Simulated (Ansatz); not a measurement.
Start from SnS2 in the 2H-MoS2 type structure (space group P6_3/mmc, No. 194; a = 3.561 Å, c = 11.148 Å; a hypothetical phase, not in the database extracts checked; layered, stacked along the Cartesian z axis).

Modification: a free-standing slab of 2 layers (6 atoms, 3 a layer) is cut normal to the stacking axis, with 15 Å of vacuum and the in-plane cell relaxed.

Method: PBEsol-D3(BJ) in Ansatz (plane waves to 420 eV, PAW, without spin-orbit coupling).

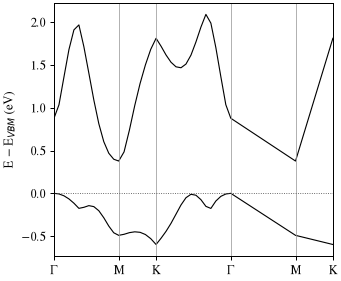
*Highest valence and lowest conduction band along the path of the changed cell's own zone*

Problem. Read the changed gap and its character from the plot.

Solution. About 0.38 eV, indirect, Γ → M.

No phonon test of stability was made. All final runs are without spin polarisation. Labels are those of the standard path for the cell's own space group.

Ansatz is a program for electronic structure.
